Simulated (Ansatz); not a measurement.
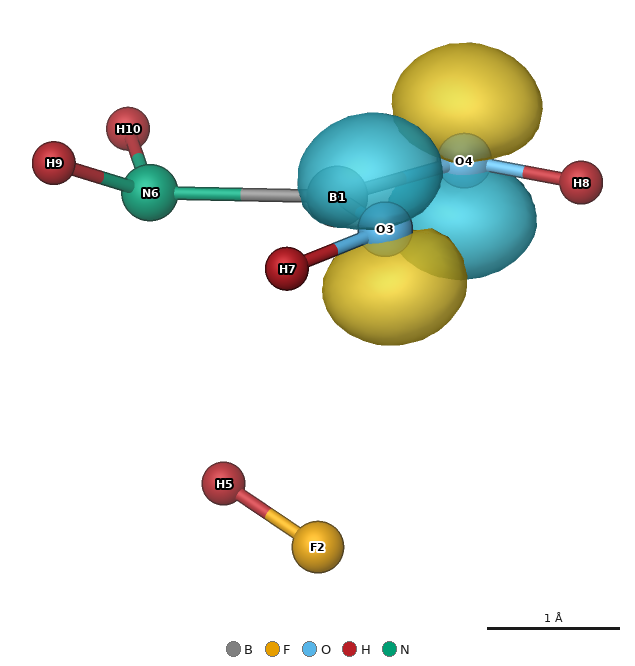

The picture shows: BH₄NO₂···HF. The HOMO−1 at ±0.3 Å⁻³ᐟ² (yellow and cyan are the two phases), seen across its widest extent.

Not at a stationary point (largest force 1.5 eV/Å).

Method: RKS BLYP-D4/cc-pVDZ (Ansatz).

Input file:

```
crystal:
  periodic: [false, false, false]
  atoms:
    - { symbol: B, position_ang: [-0.3186, 0.2552, -0.3393] }
    - { symbol: F, position_ang: [0.722, -0.7436, -1.2148] }
    - { symbol: O, position_ang: [0.0525, 1.5446, -0.5376] }
    - { symbol: O, position_ang: [-1.5923, -0.1792, -0.4697] }
    - { symbol: H, position_ang: [0.9573, -1.1033, -0.0866] }
    - { symbol: "N", position_ang: [0.4562, -0.602, 1.0454] }
    - { symbol: H, position_ang: [0.9911, 1.705, -0.5898] }
    - { symbol: H, position_ang: [-2.1327, 0.3748, -1.0298] }
    - { symbol: H, position_ang: [1.0418, -0.0611, 1.661] }
    - { symbol: H, position_ang: [-0.1771, -1.1906, 1.5614] }
basis:
  gaussian: { orbitals: cc-pVDZ }
hamiltonian:
  xc: blyp
  dispersion: d4
relax:
  f_tol: 0.15
  max_steps: 25
  restrain:
    - { distance: [0, 5], at: 1.55, k: 30.0 }
    - { distance: [4, 1], at: 0.88, k: 30.0 }
    - { distance: [0, 1], at: 2.71, k: 30.0 }
    - { distance: [4, 5], at: 2.32, k: 30.0 }
output:
  orbitals: {}
```

Command:

```sh
ansatz run input.yaml --threads 2 --pin off --max-ram 3072MiB --backend cpu --events-out ev --progress --plain --runs-dir out
```

The fields are those of the run's last geometry, not of the input's.

> Where does this orbital lie, and at what energy?

Its weight (Hirshfeld) is mainly on O4 (about 45 %) and O3 (about 40 %); largely a combination of lone pairs on O4 and O3. Its energy is −6.72 eV.
